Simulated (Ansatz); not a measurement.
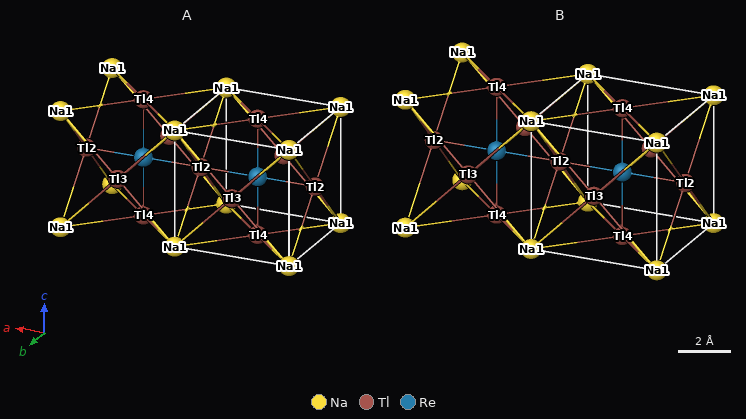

Two geometries of a crystal of NaTl3Re (built on the cubic perovskite type) (coarse preliminary run), drawn at one scale. One is the start of a relaxation, the other its converged end. The picture is a ball-and-stick view of the cell of the calculation, repeated 2 × 1 × 1 with one cell outlined, seen from a free direction.

Computed with DFT PBE, scalar-relativistic, plane waves, PAW (Ansatz 0.2.0). Settings: plane-wave cutoff 420 eV; k-point mesh 4 × 4 × 4; occupations gaussian; smearing width 0.1 eV; no spin polarisation; cell and atoms relaxed; force threshold 0.04 eV/Å; at most 70 steps.

Q: Which one is relaxed?

A: Structure B is the relaxed one. Case: cubic perovskite type (Pm-3m, No. 221). The energy falls by 564 meV per atom in 4 accepted moves (5 points after the start). All forces vanish by symmetry, so only the cell relaxes. Pressure: 30.66 GPa at the start and 0.20 GPa at the end. At 1 point the geometry stayed and the basis and grid were re-selected for the new cell (energy shift of 4.4 meV per atom at most each time). The atoms keep their places relative to the cell (all moves are under 0.005 Å). The drawn cell changes as follows: a = b = c 4.877 → 5.366 Å (+10.0 %); the volume changes by +33.3 %. Some distances before and after: Na–Tl 3.448 → 3.795 Å, Re–Tl 2.438 → 2.683 Å. The space group stays Pm-3m (No. 221). Cost: 18 s on 1 thread of Arm Neoverse V1, on a shared host, peak memory 0.4 GiB.
